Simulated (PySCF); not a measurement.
**CsP (triplet): density, localisation and related maps**

```json
{"atom": "Cs", "x (Å)": "0.0000", "y (Å)": "0.0000", "z (Å)": "-0.6322"}
{"atom": "P", "x (Å)": "0.0000", "y (Å)": "0.0000", "z (Å)": "2.7128"}
```

Core potentials replace the inner electrons of Cs.

Computed with PBE0/def2-SVPD, non-relativistic Hamiltonian with scalar-relativistic core potentials where named, at a bond length of 3.345 Å (PySCF 2.14.0).

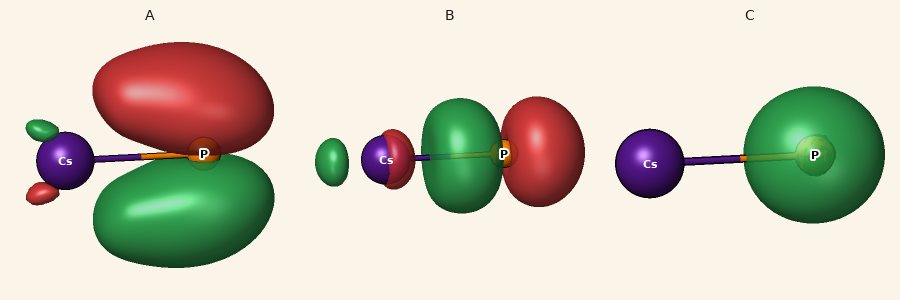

Figure 1. Three frontier β-spin orbitals, each drawn at the value that holds 80 % of its norm (green and red are the two phases), in no order; of a degenerate pair one member is drawn.

**Name the orbitals and rank them from lowest to highest energy.**

Orbital C: σ, occupied in this spin, −10.99 eV; almost wholly on P.
Orbital B: σ, occupied in this spin, −3.27 eV; mainly on P (80 %).
Orbital A: π, empty in this spin, −0.87 eV; mainly on P (80 %).

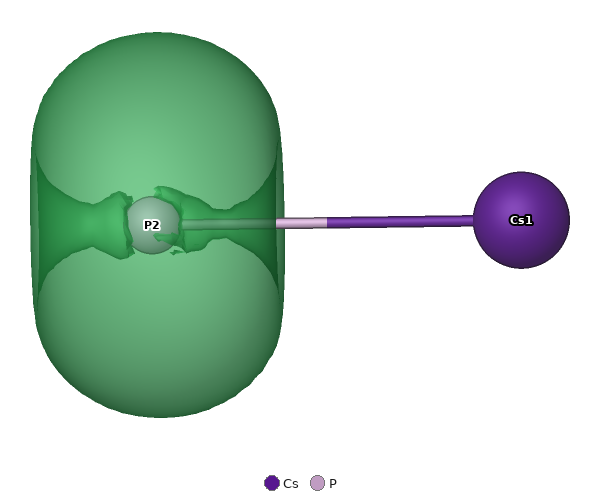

Figure 2. Isosurface of the spin density at +0.03 e/Å³ (green), seen from one side.

**Where is the unpaired spin?**

The unpaired spin (2 electrons) lies mostly on P2 (about 2.0), in electrons by Hirshfeld's partition.

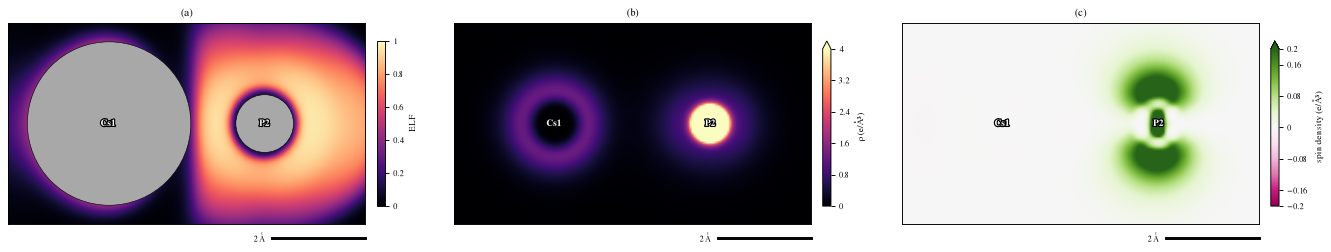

Figure 3. (a) electron localisation function; (b) electron density; (c) spin density (α minus β) on a plane that holds the molecular axis. Grey discs cover the atomic cores in the ELF map.

**Interpret the plot.**

Atoms in the plane: Cs and P. Cs–P (3.34 Å): the density is about 0.15 e/Å³ at the midpoint; the ELF peaks at about 0.95 in the valence shell of P, 1.0 Å from its nucleus, and is about 0.20 at the midpoint.

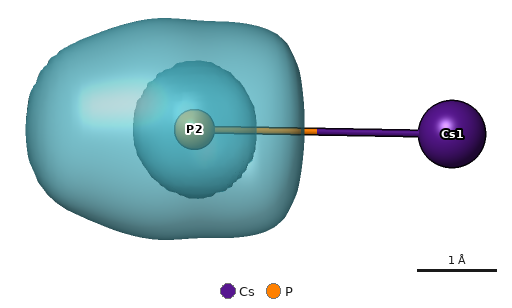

Figure 4. Isosurface of the electron localisation function at 0.75 (cyan), seen from one side. Core shells and regions of very low density are left out.

**Describe the localisation domains.**

The surface consists of one region wrapped around P (its valence shell). Along the contacts the grid gives the following. Cs–P (3.34 Å): the ELF peaks at about 0.95 in the valence shell of P, 1.0 Å from its nucleus, and is about 0.20 at the midpoint.
